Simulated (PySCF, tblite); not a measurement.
# CH10BOPSi: a rotation path, then NMR shifts on frames, part 2 of 2

tblite 0.8.0 and PySCF 2.14.0. Atoms count from 0. The steps go on from the part before.

## 5. Shielding tensors: image 5, PBE0/pcSseg-1

The job: settings as JSON, then the geometry in Å.

```
{"job": {"kind": "nmr", "xc": "PBE0", "basis": "pcSseg-1", "pop": false}, "charge": 0, "multiplicity": 1}
C      2.148100    -0.681200     1.138800
Si     1.472000     0.243800    -0.379300
O     -0.134200     0.290700    -0.304600
B     -1.231000    -0.441500    -0.893800
P     -2.392300     0.595200     0.310800
H      1.772000    -1.700300     1.187700
H      3.232600    -0.730000     1.124900
H      1.856700    -0.181600     2.059600
H      1.853100     1.661800    -0.349400
H      1.915000    -0.405400    -1.618100
H     -1.466700    -0.166700    -2.024300
H     -1.295700    -1.592500    -0.610300
H     -1.916000     0.436800     1.592300
H     -3.747100     0.754000     0.631100
H     -2.070900     1.924900     0.170500
```

Level: GIAO PBE0/pcSseg-1 NMR shielding, non-relativistic, gas phase.

What it wrote:

```text
coarse grid: 12712 points
cycle   1  E = -774.4408694429  dE =  3.574e-01  |g| = 8.003e-01  |ddm| = 3.266e+00
cycle   2  E = -774.1645361837  dE =  2.763e-01  |g| = 1.411e+00  |ddm| = 2.625e+00
cycle   3  E = -774.5701783417  dE = -4.056e-01  |g| = 1.420e-01  |ddm| = 2.028e+00
cycle   4  E = -774.5738936103  dE = -3.715e-03  |g| = 5.777e-02  |ddm| = 1.628e-01
cycle   5  E = -774.5747115196  dE = -8.179e-04  |g| = 8.134e-03  |ddm| = 5.049e-02
cycle   6  E = -774.5747292251  dE = -1.771e-05  |g| = 1.994e-03  |ddm| = 1.223e-02
cycle   7  E = -774.5747302659  dE = -1.041e-06  |g| = 3.964e-04  |ddm| = 2.404e-03
final grid: 111200 points
cycle   8  E = -774.6126942492  dE = -2.668e-05  |g| = 7.658e-03  |ddm| = 2.125e-02
cycle   9  E = -774.6126860257  dE =  8.224e-06  |g| = 1.018e-02  |ddm| = 1.270e-02
cycle  10  E = -774.6127062020  dE = -2.018e-05  |g| = 1.383e-03  |ddm| = 8.217e-03
cycle  11  E = -774.6127066082  dE = -4.062e-07  |g| = 1.871e-04  |ddm| = 1.599e-03
cycle  12  E = -774.6127066167  dE = -8.474e-09  |g| = 6.062e-05  |ddm| = 2.573e-04
cycle  13  E = -774.6127066175  dE = -8.079e-10  |g| = 1.272e-05  |ddm| = 6.057e-05
converged SCF energy = -774.6127066175

GIAO shielding tensors (ppm)
atom      isotropic    diamagn.    paramagn.     s11        s22        s33       span
  0 C      187.167     254.517     -67.350    174.362    190.757    196.382     22.021
  1 Si     372.542     880.878    -508.337    320.368    365.842    431.414    111.046
  2 O      300.007     404.368    -104.361    197.047    321.792    381.183    184.136
  3 B      116.150     187.099     -70.949    102.440    104.150    141.860     39.419
  4 P      505.162     967.282    -462.121    472.226    485.386    557.874     85.648
  5 H       31.188      31.969      -0.781     27.122     29.414     37.028      9.906
  6 H       32.040      28.829       3.211     28.027     28.302     39.792     11.765
  7 H       31.407      32.107      -0.701     27.476     29.480     37.264      9.788
  8 H       26.627      30.327      -3.700     22.491     25.627     31.763      9.272
  9 H       26.643      29.730      -3.087     22.891     25.566     31.472      8.581
 10 H       28.146      29.360      -1.214     25.059     27.568     31.811      6.752
 11 H       28.214      29.890      -1.676     25.140     27.879     31.623      6.484
 12 H       28.458      31.408      -2.951     24.261     27.090     34.022      9.761
 13 H       27.652      27.973      -0.320     23.060     23.229     36.668     13.608
 14 H       28.417      30.660      -2.243     24.377     26.613     34.260      9.883
```

It took 11 s on 1 thread of Arm Neoverse V2, shared host; peak memory 0.74 GiB.

In short: δ C0 -0.2, Si1 -23.4, O2 36.1, B3 -16.1, H8 5.09, H9 5.07 ppm.

## 6. Nuclear shieldings: image 6, PBE0/pcSseg-1

The job: settings as JSON, then the geometry in Å.

```
{"job": {"kind": "nmr", "xc": "PBE0", "basis": "pcSseg-1", "pop": false}, "charge": 0, "multiplicity": 1}
C      2.159400    -0.767800     1.058200
Si     1.468600     0.323800    -0.338000
O     -0.139800     0.349000    -0.280900
B     -1.195600    -0.510500    -0.766900
P     -2.412500     0.635000     0.270300
H      1.794600    -1.789300     0.981300
H      3.244600    -0.802900     1.046200
H      1.856200    -0.386900     2.030900
H      1.800400     1.738300    -0.131600
H      1.925000    -0.163500    -1.645500
H     -1.426700    -0.408000    -1.926900
H     -1.212800    -1.611900    -0.324400
H     -1.949600     0.676400     1.565800
H     -3.777100     0.783700     0.551600
H     -2.139300     1.942600    -0.054400
```

With the program's defaults for keys left out, this is: GIAO PBE0/pcSseg-1 NMR shielding, non-relativistic, gas phase.

What it wrote:

```text
coarse grid: 12712 points
cycle   1  E = -774.4411494555  dE =  3.572e-01  |g| = 7.994e-01  |ddm| = 3.267e+00
cycle   2  E = -774.1638891903  dE =  2.773e-01  |g| = 1.413e+00  |ddm| = 2.614e+00
cycle   3  E = -774.5702446872  dE = -4.064e-01  |g| = 1.420e-01  |ddm| = 2.015e+00
cycle   4  E = -774.5739434120  dE = -3.699e-03  |g| = 5.833e-02  |ddm| = 1.631e-01
cycle   5  E = -774.5747796287  dE = -8.362e-04  |g| = 8.005e-03  |ddm| = 5.134e-02
cycle   6  E = -774.5747965551  dE = -1.693e-05  |g| = 1.951e-03  |ddm| = 1.195e-02
cycle   7  E = -774.5747975496  dE = -9.945e-07  |g| = 3.935e-04  |ddm| = 2.373e-03
final grid: 111200 points
cycle   8  E = -774.6127817160  dE = -2.600e-05  |g| = 7.783e-03  |ddm| = 2.311e-02
cycle   9  E = -774.6127727093  dE =  9.007e-06  |g| = 1.049e-02  |ddm| = 1.309e-02
cycle  10  E = -774.6127940756  dE = -2.137e-05  |g| = 1.403e-03  |ddm| = 8.517e-03
cycle  11  E = -774.6127944984  dE = -4.227e-07  |g| = 1.771e-04  |ddm| = 1.591e-03
cycle  12  E = -774.6127945060  dE = -7.583e-09  |g| = 6.364e-05  |ddm| = 2.636e-04
cycle  13  E = -774.6127945069  dE = -9.140e-10  |g| = 1.333e-05  |ddm| = 6.277e-05
converged SCF energy = -774.6127945069

GIAO shielding tensors (ppm)
atom      isotropic    diamagn.    paramagn.     s11        s22        s33       span
  0 C      187.774     254.667     -66.892    175.562    191.882    195.879     20.317
  1 Si     372.109     880.867    -508.759    319.107    365.701    431.519    112.413
  2 O      295.631     404.134    -108.503    187.589    326.370    372.934    185.344
  3 B      116.100     187.449     -71.349    102.135    104.312    141.853     39.718
  4 P      504.617     967.231    -462.613    471.586    484.544    557.722     86.135
  5 H       31.077      31.950      -0.874     26.857     29.457     36.916     10.059
  6 H       32.018      28.823       3.195     28.024     28.307     39.724     11.700
  7 H       31.426      32.057      -0.631     27.447     29.422     37.409      9.962
  8 H       26.642      30.450      -3.808     22.492     25.704     31.730      9.238
  9 H       26.602      29.748      -3.147     22.827     25.470     31.507      8.680
 10 H       28.145      29.476      -1.330     25.114     27.567     31.755      6.641
 11 H       28.229      30.135      -1.906     25.077     28.092     31.519      6.442
 12 H       28.444      31.272      -2.828     24.293     26.988     34.050      9.757
 13 H       27.643      27.920      -0.277     23.052     23.223     36.654     13.602
 14 H       28.407      30.556      -2.150     24.342     26.592     34.286      9.944
```

Run time: 11 s. Hardware: 1 thread of Arm Neoverse V2, shared host; peak memory 0.74 GiB.

Key values: δ C0 -0.8, Si1 -23.0, O2 40.4, B3 -16.0, H9 5.12, H8 5.08 ppm.

## 7. Nuclear shieldings: image 8, PBE0/pcSseg-1

The job: settings as JSON, then the geometry in Å.

```
{"job": {"kind": "nmr", "xc": "PBE0", "basis": "pcSseg-1", "pop": false}, "charge": 0, "multiplicity": 1}
C      2.264000    -0.905900     0.875200
Si     1.429400     0.420900    -0.200300
O     -0.175200     0.320400    -0.160700
B     -1.200200    -0.640700    -0.486300
P     -2.471800     0.732000     0.150200
H      2.034400    -1.907200     0.518300
H      3.344300    -0.794200     0.872300
H      1.932600    -0.847500     1.909300
H      1.632200     1.769900     0.342100
H      1.918300     0.305600    -1.582800
H     -1.369000    -0.835600    -1.645100
H     -1.259000    -1.595800     0.216500
H     -2.063700     1.124900     1.404000
H     -3.845000     0.954800     0.325000
H     -2.175800     1.906400    -0.502100
```

Method: GIAO PBE0/pcSseg-1 NMR shielding, non-relativistic, gas phase.

What it wrote:

```text
coarse grid: 12712 points
cycle   1  E = -774.4423904972  dE =  3.528e-01  |g| = 7.958e-01  |ddm| = 3.266e+00
cycle   2  E = -774.1634105091  dE =  2.790e-01  |g| = 1.413e+00  |ddm| = 2.558e+00
cycle   3  E = -774.5700539894  dE = -4.066e-01  |g| = 1.411e-01  |ddm| = 1.967e+00
cycle   4  E = -774.5736635410  dE = -3.610e-03  |g| = 5.920e-02  |ddm| = 1.638e-01
cycle   5  E = -774.5745288259  dE = -8.653e-04  |g| = 7.661e-03  |ddm| = 5.232e-02
cycle   6  E = -774.5745440760  dE = -1.525e-05  |g| = 1.883e-03  |ddm| = 1.115e-02
cycle   7  E = -774.5745449978  dE = -9.218e-07  |g| = 3.847e-04  |ddm| = 2.307e-03
final grid: 111200 points
cycle   8  E = -774.6129109928  dE = -2.634e-05  |g| = 7.927e-03  |ddm| = 2.152e-02
cycle   9  E = -774.6129013212  dE =  9.672e-06  |g| = 1.075e-02  |ddm| = 1.313e-02
cycle  10  E = -774.6129235410  dE = -2.222e-05  |g| = 1.421e-03  |ddm| = 8.705e-03
cycle  11  E = -774.6129239765  dE = -4.355e-07  |g| = 1.863e-04  |ddm| = 1.618e-03
cycle  12  E = -774.6129239854  dE = -8.885e-09  |g| = 6.068e-05  |ddm| = 2.693e-04
cycle  13  E = -774.6129239862  dE = -8.108e-10  |g| = 1.332e-05  |ddm| = 5.839e-05
converged SCF energy = -774.6129239862

GIAO shielding tensors (ppm)
atom      isotropic    diamagn.    paramagn.     s11        s22        s33       span
  0 C      187.639     254.696     -67.057    177.191    191.647    194.079     16.888
  1 Si     374.015     880.885    -506.870    318.435    368.564    435.046    116.612
  2 O      288.910     404.184    -115.274    173.196    321.950    371.582    198.386
  3 B      114.925     187.503     -72.577    101.301    103.182    140.293     38.992
  4 P      506.955     966.984    -460.029    474.618    487.669    558.578     83.959
  5 H       31.084      31.646      -0.562     26.951     29.325     36.976     10.026
  6 H       31.990      28.769       3.221     28.140     28.304     39.527     11.387
  7 H       31.334      31.848      -0.514     27.316     29.247     37.438     10.122
  8 H       26.626      30.713      -4.087     22.458     25.880     31.541      9.083
  9 H       26.522      29.884      -3.361     22.670     25.436     31.461      8.791
 10 H       28.124      29.616      -1.492     25.074     27.762     31.537      6.462
 11 H       28.132      30.173      -2.041     24.818     28.257     31.322      6.504
 12 H       28.449      30.947      -2.498     24.368     26.900     34.079      9.711
 13 H       27.642      27.745      -0.103     23.047     23.196     36.684     13.637
 14 H       28.445      30.453      -2.008     24.360     26.685     34.288      9.928
```

Wall time 9.8 s (1 thread of Arm Neoverse V2, shared host); peak memory 0.73 GiB.

Key values: δ C0 -0.7, Si1 -24.9, O2 47.2, B3 -14.9, H9 5.19, H8 5.09 ppm.

## 8. Comparing the runs: NMR shifts

Shifts (ppm) of some atoms, chosen among heavy atoms and hydrogens apart, with basis size and wall time:

| frame | C0 | H9 | H5 | Si1 | O2 | B3 | P4 | functions | time |
| --- | --- | --- | --- | --- | --- | --- | --- | --- | --- |
| image 0 | -0.5 | 5.09 | 0.39 | -25.5 | 44.1 | -15.3 | -186.6 | 149 | 15 s |
| image 2 | -0.2 | 5.01 | 0.37 | -25.2 | 39.1 | -15.6 | -186.8 | 149 | 11 s |
| image 5 | -0.2 | 5.07 | 0.53 | -23.4 | 36.1 | -16.1 | -186.8 | 149 | 11 s |
| image 6 | -0.8 | 5.12 | 0.64 | -23.0 | 40.4 | -16.0 | -186.2 | 149 | 11 s |
| image 8 | -0.7 | 5.19 | 0.63 | -24.9 | 47.2 | -14.9 | -188.6 | 149 | 9.8 s |

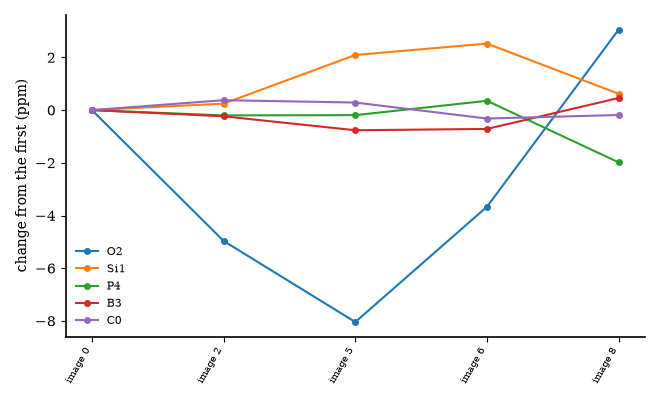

How five of the tabulated atoms move from run to run.

## 9. Results

What follows sums up all 2 parts.

| quantity | value |
| --- | --- |
| barrier | 0.059 eV (1.4 kcal/mol) at image 5 |
| end to end (GFN2-xTB) | 0.029 eV |
| 13C shifts against TMS (PBE0/pcSseg-1, image 0) | -0.5 ppm |
| 1H shifts against TMS (PBE0/pcSseg-1, image 0) | 5.09, 5.09, 4.07, 3.58, 3.58, 3.27, 3.27, 0.39, 0.39, -0.33 ppm |
| 29Si shifts against TMS (PBE0/pcSseg-1, image 0) | -25.5 ppm |
| 17O shifts against H2O (PBE0/pcSseg-1, image 0) | 44.1 ppm |
| 11B shifts against BF3·OEt2 (PBE0/pcSseg-1, image 0) | -15.3 ppm |
| 31P shifts against H3PO4 (PBE0/pcSseg-1, image 0) | -186.6 ppm |
| surface potential, 1st and 99th percentile | -0.91 V and 1.43 V |
| range of the shift of O2 | 36.1 to 47.2 ppm |

Along the band the dihedral turns by 120°, and the top (dihedral -100°) lies 1.4 kcal/mol above the start (GFN2-xTB, rough), so at room temperature this motion is fast. Ends this close can change order at a higher level. The top was not checked by a frequency run. Shifts at one fixed geometry are not the observed spectrum, which averages over the motion. In the first frame run (image 0): The largest span, 156 ppm, is at O2, where the paramagnetic term is -113 ppm. Across the 5 runs the shift of O2 moves most, between 36.1 (image 5) and 47.2 ppm (image 8).
